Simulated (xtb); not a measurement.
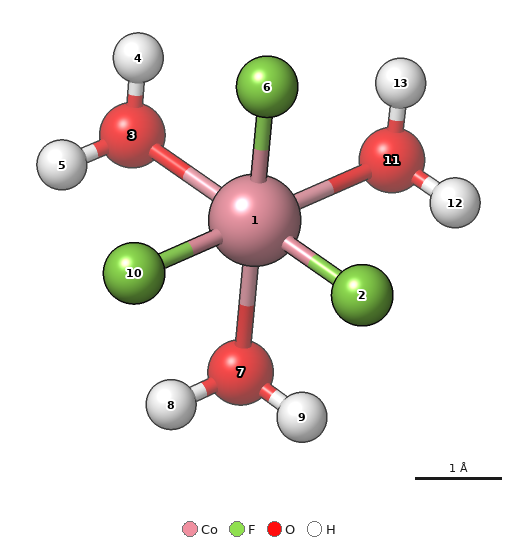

The structure as given in the input (ball-and-stick view, seen at a tilt; atoms are numbered from 1 in the order of the input). Sticks mark near contacts. Bond lengths as drawn: Co–F 1.76 Å, Co–O 2.06 Å and H–O 0.97 Å.

**Run report: CoH$_{6}$O$_{3}$F$_{3}$, geometry relaxation (part 1 of 3)**

CoH$_{6}$O$_{3}$F$_{3}$ (fac-CoF3(H2O)3), computed with GFN2-xTB, ALPB solvent thf (xtb 6.7.1).

The starting geometry was optimised with GFN2-xTB.

Input file (start.xyz):
```
13

Co     0.22128     0.22278     0.21446
F     -0.03146     0.22675     1.95621
O      0.44186     0.15082    -1.83288
H      1.37873    -0.06775    -1.93469
H      0.36719     1.08196    -2.08428
F      1.96070    -0.04370     0.18239
O     -1.82561     0.45837     0.18628
H     -1.92581     1.39203    -0.04612
H     -2.05486     0.40188     1.12439
F      0.19628     1.95808    -0.07842
O      0.18315    -1.81966     0.48215
H     -0.02944    -1.90440     1.42196
H      1.11799    -2.05715     0.40852
```

File xcontrol:
```
$gbsa
   gbsagrid=extreme
$end
```

Run as:
```bash
xtb start.xyz --opt --alpb thf -I xcontrol --gfn2 > xtb.out
```

Log:
```
* xtb version 6.7.1
   ID    Z sym.   atoms
    1   27 Co     1
    2    9 F      2, 6, 10
    3    8 O      3, 7, 11
    4    1 H      4, 5, 8, 9, 12, 13

           -------------------------------------------------
          |                Calculation Setup                |
           -------------------------------------------------

          program call               : xtb start.xyz --opt --alpb thf -I xcontrol --gfn2
          coordinate file            : start.xyz
          omp threads                :                     1

molecular fragmentation (1/2 indicates fragments):
1111111111222
# atoms in fragment 1/2:    10     3
 fragment masses (1/2) :      151.96       18.02
CMA distance (Bohr)    :   4.359
constraining FC (au)   :  0.0500

           -------------------------------------------------
          |                 G F N 2 - x T B                 |
           -------------------------------------------------

      * Hamiltonian:
        H0-scaling (s, p, d)           1.850000    2.230000    2.230000
        zeta-weighting                 0.500000
      * Dispersion:
        s8                             2.700000
        a1                             0.520000
        a2                             5.000000
        s9                             5.000000
      * Repulsion:
        kExp                           1.500000    1.000000
        rExp                           1.000000
      * Coulomb:
        alpha                          2.000000
        third order                    shell-resolved
        anisotropic                    true
        a3                             3.000000
        a5                             4.000000
        cn-shift                       1.200000
        cn-exp                         4.000000
        max-rad                        5.000000

      * Solvation model:               ALPB
        Solvent                        thf
        Parameter file                 internal GFN2-xTB/ALPB
        Dielectric constant                7.6000E+00
        Reference state                gsolv [1 M gas/solution]
        Free energy shift                  5.3248E-03 Eh       3.3414E+00 kcal/mol
        Temperature                        2.9815E+02 K
        Density                            8.8300E-01 kg/L
        Solvent mass                       7.2106E+01 g/mol
        Interaction kernel             P16
        Born radius scaling (c1)           1.7311E+00
        Born radii integrator          GBOBC
        Born offset                        0.0000E+00 a0       0.0000E+00 AA
        H-bond correction              true
        Ion screening                  false
        Surface tension                    1.0000E-05 Eh       1.5569E+01 dyn/cm
        Grid points                              5810 per atom

          ...................................................
          :                      SETUP                      :
          :.................................................:
          :  # basis functions                  40          :
          :  # atomic orbitals                  39          :
          :  # shells                           21          :
          :  # electrons                        54          :
          :  max. iterations                   250          :
          :  Hamiltonian                  GFN2-xTB          :
          :  restarted?                      false          :
          :  GBSA solvation                   true          :
          :  PC potential                    false          :
          :  electronic temp.          300.0000000     K    :
          :  accuracy                    1.0000000          :
          :  -> integral cutoff          0.2500000E+02      :
          :  -> integral neglect         0.1000000E-07      :
          :  -> SCF convergence          0.1000000E-05 Eh   :
          :  -> wf. convergence          0.1000000E-03 e    :
          :  Broyden damping             0.4000000          :
          :  net charge                          0          :
          :  unpaired electrons                  0          :
          ...................................................

 iter      E             dE          RMSdq      gap      omega  full diag
   1    -33.3982970 -0.333983E+02  0.516E+00    1.96       0.0  T
   2    -33.4111840 -0.128870E-01  0.308E+00    1.97       1.0  T
   3    -33.4135810 -0.239697E-02  0.661E-01    1.92       1.0  T
   4    -33.4136461 -0.650991E-04  0.248E-01    1.92       1.0  T
   5    -33.4136607 -0.146675E-04  0.245E-02    1.93       1.1  T
   6    -33.4136616 -0.894543E-06  0.123E-02    1.93       2.2  T
   7    -33.4136621 -0.503473E-06  0.386E-03    1.93       7.2  T
   8    -33.4136621 -0.239882E-07  0.117E-03    1.93      23.6  T
   9    -33.4136621 -0.379495E-08  0.843E-05    1.93     328.9  T
  10    -33.4136621 -0.287699E-10  0.375E-05    1.93     740.3  T

   *** convergence criteria satisfied after 10 iterations ***

         #    Occupation            Energy/Eh            Energy/eV
      -------------------------------------------------------------
         1        2.0000           -0.7692655             -20.9328
       ...           ...                  ...                  ...
        21        2.0000           -0.4460009             -12.1363
        22        2.0000           -0.4443409             -12.0911
        23        2.0000           -0.4428718             -12.0512
        24        2.0000           -0.4428704             -12.0511
        25        2.0000           -0.3619884              -9.8502
        26        2.0000           -0.3619846              -9.8501
        27        2.0000           -0.3610941              -9.8259 (HOMO)
        28                         -0.2902983              -7.8994 (LUMO)
        29                         -0.2902774              -7.8989
        30                         -0.0019504              -0.0531
        31                          0.0773654               2.1052
        32                          0.0774261               2.1069
       ...                                ...                  ...
        39                          1.3685144              37.2392
      -------------------------------------------------------------
                  HL-Gap            0.0707958 Eh            1.9265 eV
             Fermi-level           -0.3256962 Eh           -8.8626 eV

 SCC (total)                   0 d,  0 h,  0 min,  0.015 sec
 SCC setup                      ...        0 min,  0.003 sec ( 19.118%)
 Dispersion                     ...        0 min,  0.000 sec (  1.373%)
 classical contributions        ...        0 min,  0.000 sec (  0.149%)
 integral evaluation            ...        0 min,  0.002 sec ( 11.078%)
 iterations                     ...        0 min,  0.006 sec ( 40.338%)
 molecular gradient             ...        0 min,  0.004 sec ( 26.668%)
 printout                       ...        0 min,  0.000 sec (  1.148%)

         :::::::::::::::::::::::::::::::::::::::::::::::::::::
         ::                     SUMMARY                     ::
         :::::::::::::::::::::::::::::::::::::::::::::::::::::
         :: total energy             -33.312879215958 Eh    ::
         :: total w/o Gsasa/hb       -33.282420607543 Eh    ::
         :: gradient norm              0.024837601050 Eh/a0 ::
         :: HOMO-LUMO gap              1.926451465668 eV    ::
         ::.................................................::
         :: SCC energy               -33.413643677562 Eh    ::
         :: -> isotropic ES            0.193603730604 Eh    ::
         :: -> anisotropic ES         -0.003942184910 Eh    ::
         :: -> anisotropic XC         -0.004134632064 Eh    ::
         :: -> dispersion             -0.006942091400 Eh    ::
         :: -> Gsolv                  -0.050872799470 Eh    ::
         ::    -> Gelec               -0.020414191054 Eh    ::
         ::    -> Gsasa               -0.008706281375 Eh    ::
         ::    -> Ghb                 -0.027077142484 Eh    ::
         ::    -> Gshift               0.005324815444 Eh    ::
         :: repulsion energy           0.100764461603 Eh    ::
         :: add. restraining           0.000000000000 Eh    ::
         :: total charge               0.000000000000 e     ::
         :::::::::::::::::::::::::::::::::::::::::::::::::::::

      -----------------------------------------------------------
     |                   =====================                   |
     |                        A N C O P T                        |
     |                   =====================                   |
     |               Approximate Normal Coordinate               |
     |                Rational Function Optimizer                |
      -----------------------------------------------------------
      -----------------------------------------------------------
     |                   =====================                   |
     |                        A N C O P T                        |
     |                   =====================                   |
     |               Approximate Normal Coordinate               |
     |                Rational Function Optimizer                |
      -----------------------------------------------------------

          ...................................................
          :                      SETUP                      :
          :.................................................:
          :   optimization level            normal          :
          :   max. optcycles                   200          :
          :   ANC micro-cycles                  20          :
          :   degrees of freedom                33          :
          :.................................................:
          :   RF solver                   davidson          :
          :   write xtbopt.log                true          :
          :   linear?                        false          :
          :   energy convergence         0.5000000E-05 Eh   :
          :   grad. convergence          0.1000000E-02 Eh/α :
          :   maxmium RF displ.          1.0000000          :
          :   Hlow (freq-cutoff)         0.1000000E-01      :
          :   Hmax (freq-cutoff)         5.0000000          :
          :   S6 in model hess.         20.0000000          :
          ...................................................

generating ANC from exact Hessian ...
Using Lindh-Hessian (1995)
 Shifting diagonal of input Hessian by    7.2445662506157018E-003
 Lowest  eigenvalues of input Hessian
    0.000000    0.000000    0.000000    0.000000    0.000000    0.000000
    0.010000    0.010006    0.013021    0.013023    0.013603    0.013902
    0.015785    0.018721    0.018742    0.023877    0.030190    0.030220
 Highest eigenvalues
    1.221040    1.239747    1.239986    1.401988    1.403362    1.403551

........................................................................
.............................. CYCLE    1 ..............................
........................................................................

 iter      E             dE          RMSdq      gap      omega  full diag
   1    -33.4136621 -0.334137E+02  0.673E-06    1.93       0.0  T
   2    -33.4136621 -0.262901E-12  0.222E-06    1.93   12469.3  T
   3    -33.4136621  0.213163E-13  0.117E-06    1.93   23664.3  T
     SCC iter.                  ...        0 min,  0.003 sec
     gradient                   ...        0 min,  0.004 sec
 * total energy  :   -33.3128792 Eh     change       -0.5506706E-11 Eh
   gradient norm :     0.0248382 Eh/α   predicted     0.0000000E+00 (-100.00%)
   displ. norm   :     0.3834548 α      lambda       -0.4404573E-02
   maximum displ.:     0.2794352 α      in ANC's #10, #5, #21, ...

........................................................................
.............................. CYCLE    2 ..............................
........................................................................
```
